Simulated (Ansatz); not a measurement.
# B5 (charge −1): what the fields show

```tsv
atom	x (Å)	y (Å)	z (Å)
B	0.5238	1.0444	-0.0910
B	-1.4116	-0.9452	0.1005
B	1.7012	-0.0385	-0.0266
B	-1.0071	0.5982	-0.0328
B	0.1937	-0.6590	0.0500
```

Geometry: r2SCAN-D4/def2-SVPD.

Level of theory: Ansatz, RKS PBE0-D4/def2-TZVPD.

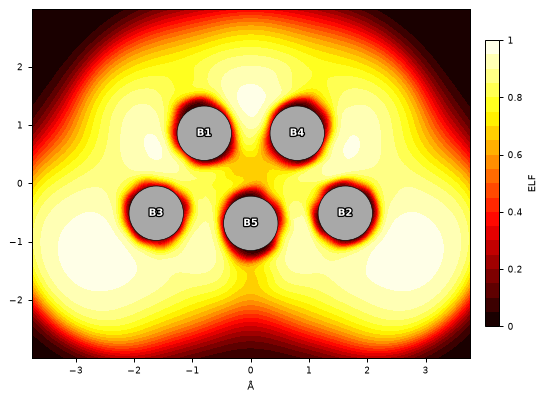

Figure 1. ELF on the molecular plane. Grey discs cover the atomic cores.

### Read the bonding off the picture.

The section cuts through B sites.
B–B (1.60 Å): the ELF peaks at about 0.85 between the atoms; a covalent bond.
B–B (1.74 Å): the ELF peaks at about 0.75 between the atoms.
The ELF also peaks beside B3 and B2, away from the bonds: lone-pair regions.

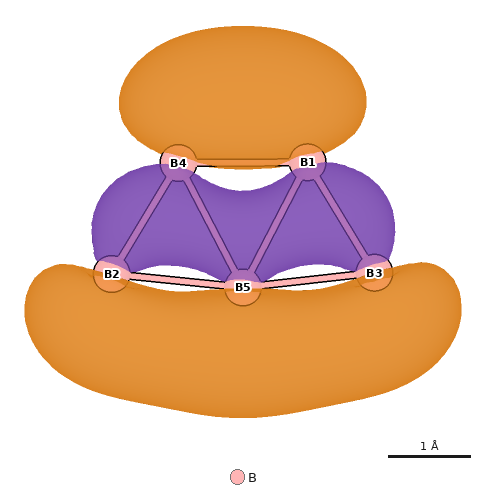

Figure 2. The HOMO−1 at ±0.1 Å⁻³ᐟ² (orange and purple are the two phases), seen across its widest extent.

### What is the character of this orbital?

Its weight (Hirshfeld) is mainly on B5 (about 25 %), B1 (about 20 %), B4 (about 20 %), B2 (about 15 %) and B3 (about 15 %); it is symmetric in the molecular plane (an in-plane orbital: σ, lone-pair or in-plane π type). Its energy is −2.55 eV.

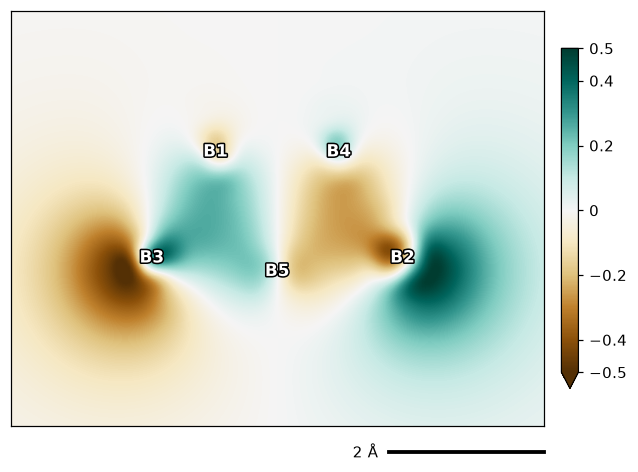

Figure 3. The HOMO on the molecular plane (values in Å⁻³ᐟ²; the overall sign is arbitrary).

### What is the character of this orbital?

It lies mainly on B2 (about 40 %), B3 (about 40 %) and B5 (about 5 %); it is symmetric in the molecular plane (an in-plane orbital: σ, lone-pair or in-plane π type). Its energy is −0.82 eV.
